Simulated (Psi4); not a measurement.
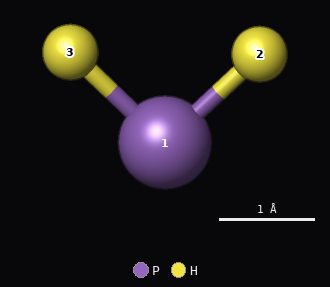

*The input geometry (ball-and-stick view, seen at a tilt; atoms are numbered from 1 in the order of the input).*

Bond lengths as drawn: H–P 1.39 Å.

# Run report: PH₂, property calculation

System: PH₂, multiplicity 2, SMILES [PH2].
Method: HF/pcseg-1, ROHF (Psi4 1.11).

The geometry comes from this level: GFN2-xTB.

**The input (calc.dat)**
```
memory 1600 MB

molecule {
  0 2
  P
  H 1 1.392125
  H 1 1.392116 2 91.39496
  units angstrom
}

set globals {
  basis     pcseg-1
  reference rohf
  scf_type  direct
}

energy_value, wavefunction = energy("hf", return_wfn=True)
oeprop(wavefunction, "MULLIKEN_CHARGES", "MBIS_CHARGES", "MAYER_INDICES", title="HF")
```

Launch command:
```bash
psi4 -n 1 calc.dat calc.out
```

**Log**
```
Psi4 1.11 release

   => Loading Basis Set <=

    Name: PCSEG-1
    Role: ORBITAL
    Keyword: BASIS

         ---------------------------------------------------------
                                   SCF
                             ROHF Reference
                        1 Threads,   1525 MiB Core
         ---------------------------------------------------------

  ==> Geometry <==

    Molecular point group: cs
    Full point group: Cs

    Geometry (in Angstrom), charge = 0, multiplicity = 2:

       Center              X                  Y                   Z               Mass
    ------------   -----------------  -----------------  -----------------  -----------------
         P            0.042516476109     0.041494017061     0.000000000000    30.973761998420
         H            0.042516476109    -1.350630982939     0.000000000000     1.007825032230
         H           -1.349186949544     0.075384022687     0.000000000000     1.007825032230

  Running in cs symmetry.

  Rotational constants: A =      9.42197  B =      8.42581  C =      4.44805 [cm^-1]
  Rotational constants: A = 282463.54574  B = 252599.49086  C = 133349.05041 [MHz]
  Nuclear repulsion =   11.669268572262514

  Charge       = 0
  Multiplicity = 2
  Electrons    = 17
  Nalpha       = 9
  Nbeta        = 8

  ==> Algorithm <==

  SCF Algorithm Type is DIRECT.
  DIIS enabled.
  MOM disabled.
  Fractional occupation disabled.
  Guess Type is SAD.
  Energy threshold   = 1.00e-06
  Density threshold  = 1.00e-06
  Integral threshold = 1.00e-12

  ==> Primary Basis <==

  Basis Set: PCSEG-1
    Blend: PCSEG-1
    Number of shells: 14
    Number of basis functions: 28
    Number of Cartesian functions: 29
    Spherical Harmonics?: true
    Max angular momentum: 2

   => Loading Basis Set <=

    Name: (PCSEG-1 AUX)
    Role: JKFIT
    Keyword: DF_BASIS_SCF

  Starting with a DF guess...

  ==> Integral Setup <==

  DFHelper Memory: AOs need 0.001 GiB; user supplied 1.118 GiB.
  SCF_SUBTYPE=INCORE selected. In-core MEM_DF algorithm will be used.
  Using in-core AOs.

  ==> MemDFJK: Density-Fitted J/K Matrices <==

    J tasked:                   Yes
    K tasked:                   Yes
    wK tasked:                   No
    Memory [MiB]:              1144
    Algorithm:                 Core
    Schwarz Cutoff:           1E-12
    Mask sparsity (%):       0.0000
    Fitting Condition:        1E-10

   => Auxiliary Basis Set <=

  Basis Set: (PCSEG-1 AUX)
    Blend: DEF2-UNIVERSAL-JKFIT
    Number of shells: 50
    Number of basis functions: 164
    Number of Cartesian functions: 195
    Spherical Harmonics?: true
    Max angular momentum: 4

  Minimum eigenvalue in the overlap matrix is 2.2334185010E-02.
  Reciprocal condition number of the overlap matrix is 6.0351689267E-03.
    Using symmetric orthogonalization.

  ==> Pre-Iterations <==

  SCF Guess: Superposition of Atomic Densities via on-the-fly atomic UHF (no occupation information).

   -------------------------
    Irrep   Nso     Nmo
   -------------------------
     A'        21      21
     A"         7       7
   -------------------------
    Total      28      28
   -------------------------

  ==> Iterations <==

                           Total Energy        Delta E     RMS |[F,P]|

   @DF-ROHF iter SAD:  -341.38966278246119   -3.41390e+02   0.00000e+00
   @DF-ROHF iter   1:  -341.82331940483112   -4.33657e-01   3.71849e-03 DIIS
   @DF-ROHF iter   2:  -341.83805159488628   -1.47322e-02   1.14301e-03 DIIS
   @DF-ROHF iter   3:  -341.83920749916689   -1.15590e-03   3.16940e-04 DIIS
   @DF-ROHF iter   4:  -341.83935497314445   -1.47474e-04   4.45359e-05 DIIS
   @DF-ROHF iter   5:  -341.83935734457845   -2.37143e-06   7.21027e-06 DIIS
   @DF-ROHF iter   6:  -341.83935741037789   -6.57994e-08   1.22111e-06 DIIS
   @DF-ROHF iter   7:  -341.83935741259438   -2.21650e-09   1.97158e-07 DIIS

  DF guess converged.

  ==> DirectJK: Integral-Direct J/K Matrices <==

    J tasked:                  Yes
    K tasked:                  Yes
    wK tasked:                  No
    Integrals threads:           1
    Screening Type:           CSAM
    Screening Cutoff:        1E-12
    Incremental Fock:           No

   @ROHF iter   8:  -341.83936278851479   -3.41839e+02   2.19952e-06 DIIS
   @ROHF iter   9:  -341.83936279139476   -2.87997e-09   3.54619e-07 DIIS
  Energy and wave function converged.

  ==> Post-Iterations <==

    Orbital Energies [Eh]
    ---------------------

    Doubly Occupied:

       1Ap   -79.923664     2Ap    -7.485525     3Ap    -5.388116
       1App   -5.387782     4Ap    -5.387024     5Ap    -0.827521
       6Ap    -0.529241     7Ap    -0.419219

    Singly Occupied:

       2App   -0.160502

    Virtual:

       8Ap     0.148558     9Ap     0.163140    10Ap     0.340668
      11Ap     0.354826     3App    0.395620    12Ap     0.481772
      13Ap     0.627412    14Ap     0.693777    15Ap     0.803716
       4App    0.825120     5App    0.831676    16Ap     1.095993
      17Ap     1.258553    18Ap     2.098042     6App    2.159219
       7App    2.243131    19Ap     2.306872    20Ap     2.820885
      21Ap     2.911680

    Final Occupation by Irrep:
             Ap   App
    DOCC [     7,    1 ]
    SOCC [     0,    1 ]
    NA   [     7,    2 ]
    NB   [     7,    1 ]

  @ROHF Final Energy:  -341.83936279139476

   => Energetics <=

    Nuclear Repulsion Energy =             11.6692685722625136
    One-Electron Energy =                -495.9550045067449560
    Two-Electron Energy =                 142.4463731430876692
    Total Energy =                       -341.8393627913947626

Computation Completed

Properties will be evaluated at   0.000000,   0.000000,   0.000000 [a0]

Properties computed using the SCF density matrix

 Multipole Moments:

 ------------------------------------------------------------------------------------
     Multipole            Electronic (a.u.)      Nuclear  (a.u.)        Total (a.u.)
 ------------------------------------------------------------------------------------

 L = 1.  Multiply by 2.5417464519 to convert [e a0] to [Debye]
 Dipole X            :          1.0214745           -1.2640819           -0.2426074
 Dipole Y            :          0.9969171           -1.2336826           -0.2367655
 Dipole Z            :          0.0000000            0.0000000            0.0000000
 Magnitude           :                                                    0.3389930

 ------------------------------------------------------------------------------------

	total time  =          1 seconds =       0.02 minutes

Properties will be evaluated at   0.000000,   0.000000,   0.000000 [a0]

Properties computed using the HF density matrix

  Mulliken Charges: (a.u.)
   Center  Symbol    Alpha    Beta     Spin     Total
       1     P     7.96804  6.97166  0.99638  0.06030
       2     H     0.51598  0.51417  0.00181 -0.03015
       3     H     0.51598  0.51417  0.00181 -0.03015

   Total alpha =  9.00000, Total beta =  8.00000, Total charge = -0.00000

  ==> Computing MBIS Charges <==

  Electron Count from Grid (Expected Number): 17.00000 (17.00000)
  Difference:  0.00000

  MBIS Charges: (a.u.)
   Center  Symbol  Z      Pop.       Charge
      1       P   15   14.970895    0.029105
      2       H    1    1.014554   -0.014554
      3       H    1    1.014553   -0.014553

  MBIS Dipoles: [e a0]
   Center  Symbol  Z        X           Y           Z
      1       P   15   -0.198027   -0.193259   -0.000000
      2       H    1    0.002625   -0.085565    0.000000
      3       H    1   -0.085476    0.004707    0.000000

  MBIS Quadrupoles: [e a0^2]
   Center  Symbol  Z      XX        XY        XZ        YY        YZ        ZZ
      1       P   15   -10.2184   -0.5729    0.0000   -10.1905   -0.0000   -9.9833
      2       H    1   -0.6642   -0.0046    0.0000   -0.6837   -0.0000   -0.6705
      3       H    1   -0.6839   -0.0041   -0.0000   -0.6640   -0.0000   -0.6705

  MBIS Octupoles: [e a0^3]
   Center  Symbol  Z      XXX       XXY       XXZ       XYY       XYZ       XZZ       YYY       YYZ       YZZ       ZZZ
      1       P   15    0.6639   -0.6770    0.0000   -0.6284    0.0000   -0.5998    0.7116   -0.0000   -0.5853   -0.0000
      2       H    1    0.0443   -0.0449    0.0000    0.0065   -0.0000    0.0029   -0.0442    0.0000   -0.0351    0.0000
      3       H    1   -0.0437    0.0054    0.0000   -0.0441    0.0000   -0.0350    0.0476   -0.0000    0.0038   -0.0000

  MBIS Radial Moments:
   Center  Symbol  Z      [a0^2]      [a0^3]      [a0^4]
      1       P   15   30.392312   86.836942   302.337725
      2       H    1    2.018389    4.038735    9.703619
      3       H    1    2.018369    4.038674    9.703424

  MBIS Valence Widths: [a0]
   Center  Symbol  Z     Width
      1       P   15    0.642446
      2       H    1    0.411532
      3       H    1    0.411530

  MBIS Valence Charges: (a.u.)
   Center  Symbol  Z     Charge
      1       P   15   -5.975448
      2       H    1   -1.014554
      3       H    1   -1.014553

  Mayer Bond Indices:

  Total Bond Index:
  Irrep: 1 Size: 3 x 3

                 1                   2                   3

    1     0.00000000000000     0.94285060169063     0.94284871404351
    2     0.94285060169063     0.00000000000000    -0.01483017409699
    3     0.94284871404351    -0.01483017409699     0.00000000000000

  Alpha Contribution:
  Irrep: 1 Size: 3 x 3

                 1                   2                   3

    1     0.00000000000000     0.47322911293113     0.47322821723640
    2     0.47322911293113     0.00000000000000    -0.00741180583520
    3     0.47322821723640    -0.00741180583520     0.00000000000000

  Beta Contribution:
  Irrep: 1 Size: 3 x 3

                 1                   2                   3

    1     0.00000000000000     0.46962148875950     0.46962049680711
    2     0.46962148875950     0.00000000000000    -0.00741836826179
    3     0.46962049680711    -0.00741836826179     0.00000000000000

  Atomic Valences:

 #  #
 Irrep: 1
      1:    1.885699315734142
      2:    0.928020427593642
      3:    0.928018539946522

    Psi4 run time: 0:00:00.89
```

**Summary**

```json
{"quantity": "outcome", "value": "converged"}
{"quantity": "total energy", "value": "−341.839363 hartree"}
{"quantity": "basis functions", "value": "28"}
{"quantity": "dipole moment", "value": "0.86 D"}
{"quantity": "hardware", "value": "1 thread of Intel Xeon (Granite Rapids), 176 GiB of memory available, shared host"}
{"quantity": "wall time", "value": "1.6 s"}
{"quantity": "peak memory", "value": "0.17 GiB"}
```
